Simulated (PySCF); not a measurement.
SMILES [Cl][Ge]([Cl])([CH2]C[SiH](F)F)[Cl], B3LYP/def2-SVP optimised geometry. Atoms within 1.6 Å of the plane z = 0.0 Å (x, y, z in Å): Si1 (-1.07, 1.85, 1.20), F3 (-0.64, 2.56, -0.19), C4 (-0.41, 0.10, 1.21), C5 (-0.88, -0.72, 0.00), Ge6 (-0.19, -2.56, 0.00), Cl9 (1.98, -2.56, 0.00), H10 (-2.54, 1.96, 1.33), H11 (0.69, 0.16, 1.24), H13 (-0.55, -0.27, -0.95), H14 (-1.98, -0.82, -0.04).

Level of theory: B3LYP/def2-TZVP in PySCF. Cells within 0.4 Å of a nucleus heavier than hydrogen are left out (blank, or x).

Map of the electron localisation function on the plane z = 0.0 Å:

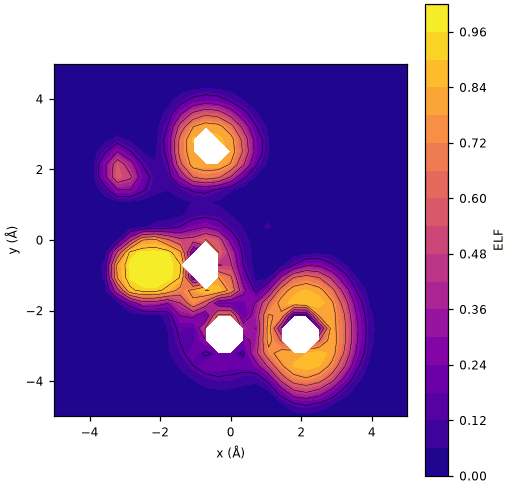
*Electron localisation function on the plane z = 0.0 Å.*
